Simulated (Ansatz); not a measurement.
**BrH$_{3}$Si···HF: density, localisation and related maps**

Input file:

```
crystal:
  periodic: [false, false, false]
  atoms:
    - { symbol: Si, position_ang: [-0.449439, 0.0, -0.434523] }
    - { symbol: F, position_ang: [0.129298, 0.0, 2.327315] }
    - { symbol: H, position_ang: [0.793906, 0.0, 0.322444] }
    - { symbol: H, position_ang: [-0.524327, 1.209333, -1.279954] }
    - { symbol: H, position_ang: [-0.524327, -1.209333, -1.279954] }
    - { symbol: Br, position_ang: [-2.42411, 0.0, 0.735904] }
    - { symbol: H, position_ang: [-0.632002, 0.0, 2.822068] }
basis:
  gaussian: { orbitals: def2-SVP }
hamiltonian:
  xc: hf
relax:
  f_tol: 0.03
  max_steps: 50
output:
  orbitals: {}
```

Launched as:

```sh
ansatz run input.yaml --threads 1 --pin off --max-ram 2048MiB --backend cpu --events-out ev --progress --plain --runs-dir out
```

The fields are those of the run's last geometry, not of the input's.

Computed with Ansatz, RHF/def2-SVP.

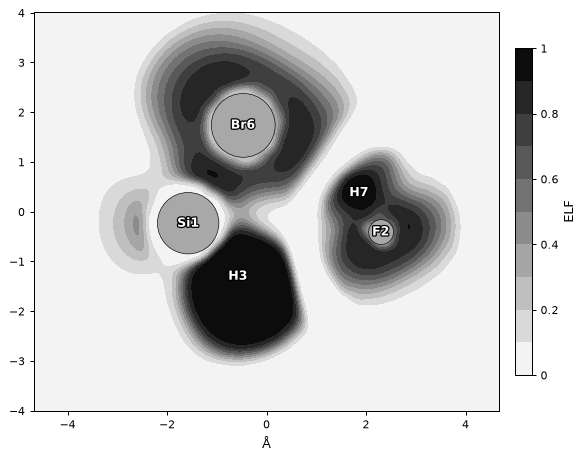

Figure 1. Electron localisation function on the plane of atoms H3, Si1 and Br6. Grey discs cover the atomic cores.

### Interpret the plot.

Atoms in the plane: Si, F, H and Br.
Br6···H7 (2.70 Å): the ELF dips to about 0.05 between them: a weak contact between the two molecules.
Si–Br (2.26 Å): the ELF peaks at about 0.90 between the atoms (a polar covalent bond).
F–H (0.90 Å): the ELF climbs to about 1 towards the hydrogen, as it does in any bond to H (a covalent bond by its length).
Si–H (1.47 Å): the ELF climbs to about 1 towards the hydrogen.
The ELF also peaks beside F2 and Br6, away from the bonds: lone-pair regions.

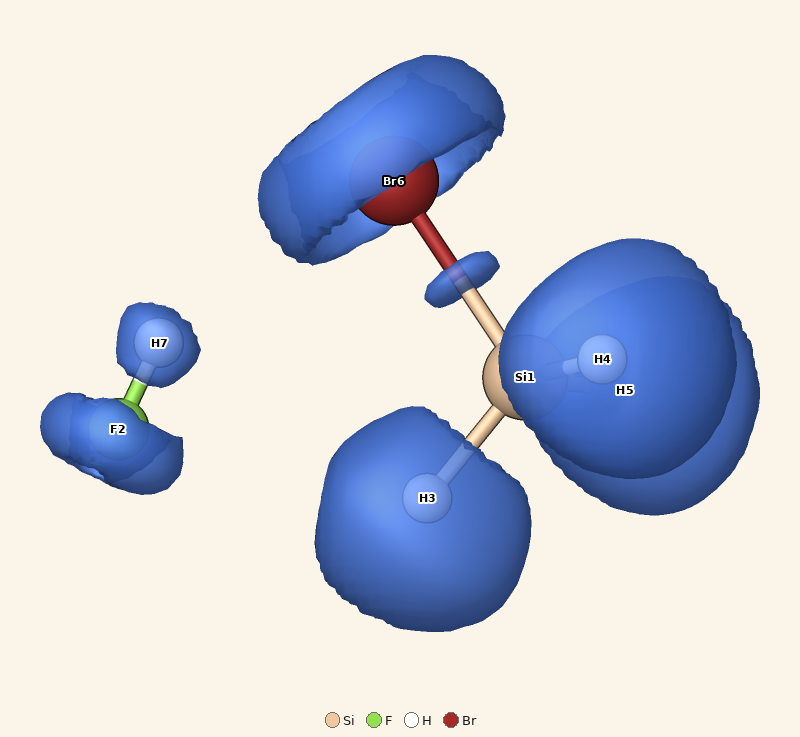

Figure 2. Isosurface of the ELF at 0.85 (blue), seen at a tilt. Core shells and regions of very low density are left out.

### Where are the electrons localised?

The surface consists of one region between bonded Br–Si atoms (shared pairs), four regions around hydrogen nuclei, one ring or bowl of non-bonding electrons around Br and one region wrapped around F (its lone pairs, merged into a ring or cap).

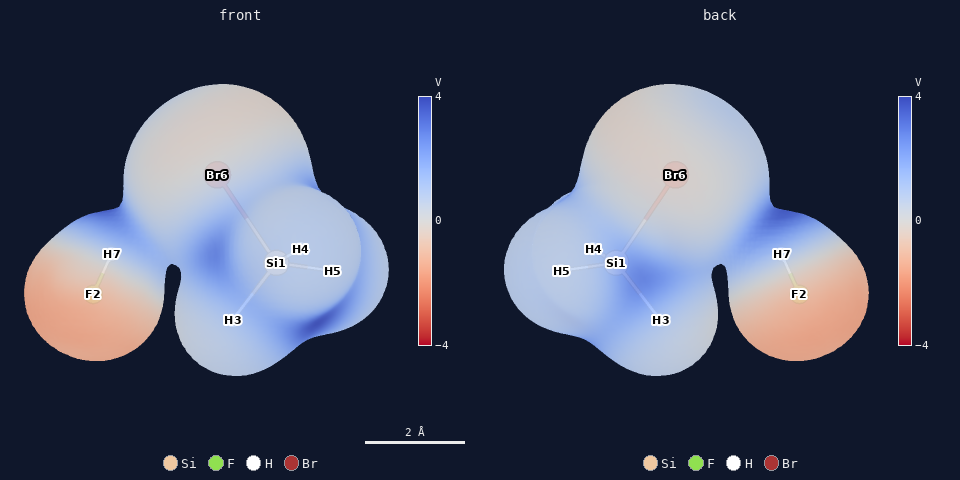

Figure 3. The molecular electrostatic potential painted on the density surface at 0.004 e/bohr³, seen from the front and from behind; red is negative and blue positive.

### Describe the electrostatic potential map.

The most negative region (about −1.6 V) lies over F2, the most positive (about +3.5 V) over Si1 and H7. Br6 shows a σ-hole: about +0.8 V at the tip opposite its bond, against about +0.3 V on its flanks.
